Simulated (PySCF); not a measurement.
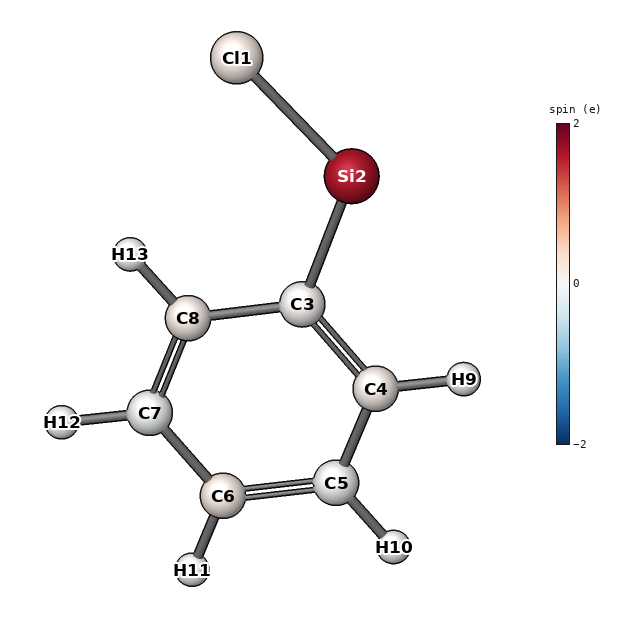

Atoms are coloured by their Mulliken spin populations. Charge 0, triplet. Computed geometry: GFN2-xTB optimisation. No frequency run is at hand to confirm it as a minimum. Properties computed with UKS B3LYP, pcH-1 on C Cl H Si, non-relativistic (PySCF 2.14.0).

### Which atom carries the largest spin population?

Si2 (1.60 e).

### Which atom has the lowest spin population?

C5 (−0.06 e); a negative value comes from spin polarisation.

List the Mulliken spin populations.

```tsv
atom	value (e)
Cl1	0.13
Si2	1.60
C3	0.04
C4	0.10
C5	−0.06
C6	0.13
C7	−0.05
C8	0.12
H9	0.00
H10	0.00
H11	−0.01
H12	0.00
H13	0.00
```

Mulliken values depend strongly on the basis set. The spin state was imposed, and no run here compares it with a lower spin, which may lie lower. The geometry is semi-empirical. Around Si such bond lengths and angles can be off by a tenth of an ångström or more and by several degrees, and values that hang on the shape move with them.
